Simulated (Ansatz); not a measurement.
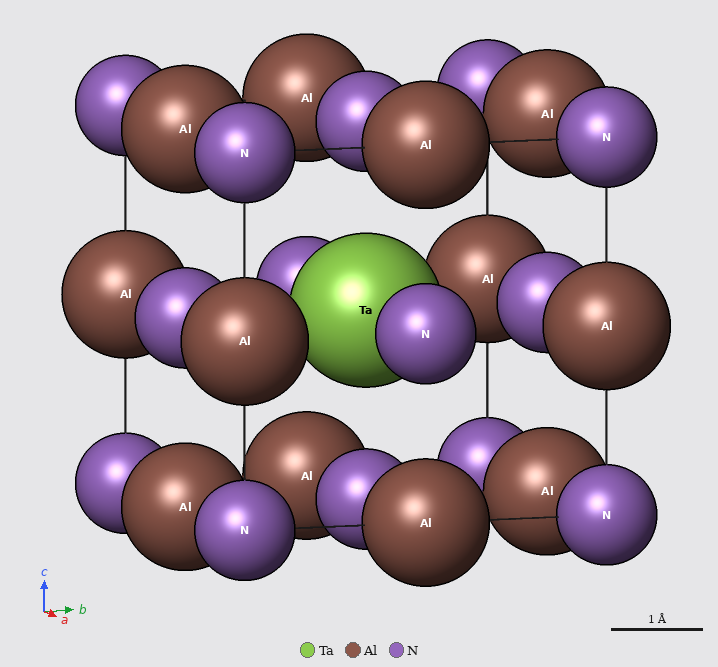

Crystal structure, spheres-only style, seen slightly off an axis. The frame is the simulation cell; atoms at its boundary are shown with their periodic copies.

Input used:
```yaml
crystal:
  lattice:
    - [4.218169145, 0.0, 0.0]
    - [0.0, 4.218169145, 0.0]
    - [0.0, 0.0, 4.218169145]
  atoms:
    - { symbol: Ta, position: [0.5, 0.5, 0.5] }
    - { symbol: Al, position: [0.0, 0.5, 0.0] }
    - { symbol: Al, position: [0.0, 0.0, 0.5] }
    - { symbol: Al, position: [0.5, 0.0, 0.0] }
    - { symbol: "N", position: [0.5, 0.0, 0.5] }
    - { symbol: "N", position: [0.0, 0.0, 0.0] }
    - { symbol: "N", position: [0.5, 0.5, 0.0] }
    - { symbol: "N", position: [0.0, 0.5, 0.5] }
basis:
  ecutwfc: 420
kpoints:
  mp_grid: { grid: [10, 10, 10] }
  band_path:
    path:
      - [[0.0, 0.0, 0.0], [0.0, 0.5, 0.0], [0.5, 0.5, 0.0], [0.0, 0.0, 0.0], [0.5, 0.5, 0.5], [0.0, 0.5, 0.0]]
      - [[0.5, 0.5, 0.5], [0.5, 0.5, 0.0]]
    npoints: 14
hamiltonian:
  xc: pbe
scf:
  occupations: { method: gaussian, width: 0.1 }
  n_extra_bands: 20
output:
  forces: true
  stress: true
  eigenvalues: true
  populations: true
  dos: { projected: true, de: 0.02, nscf_kmesh: { grid: [12, 12, 12] } }
  bader: true
  write_density: true
  write_potential: true
  elf: true
  volumetric_format: npy
```
Run as:
```sh
ansatz run input.yaml --threads 1 --pin off --max-ram 2560MiB --backend cpu --events-out ev --progress --plain --runs-dir out
```

Computed with DFT PBE, scalar-relativistic, plane waves, PAW in Ansatz. Settings: E_cut = 420 eV, a 10×10×10 sampling of the Brillouin zone, Gaussian smearing of 0.1 eV, no spin polarisation.

### State the Bader charges by element.

Ta +1.97 e; Al +2.45 e; N -2.46 to -2.28 e.

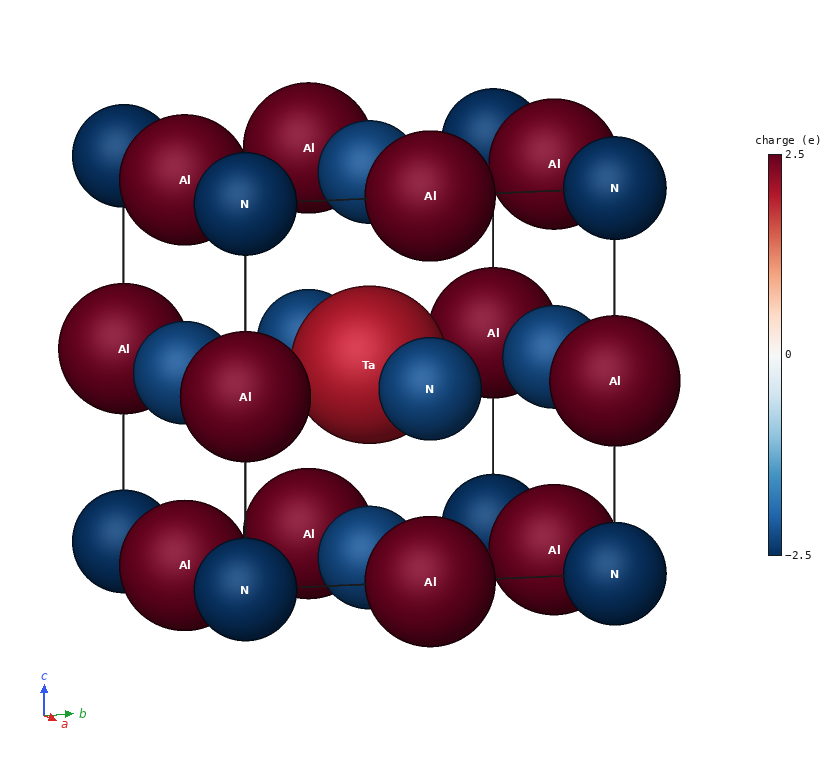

The atoms coloured by those charges.

The model was built from a structure type filled with these elements by a generator (whether the compound takes this form wasn't checked). Earlier steps of the study may have refined or changed the cell and positions. It was run through Ansatz as a DFT input.
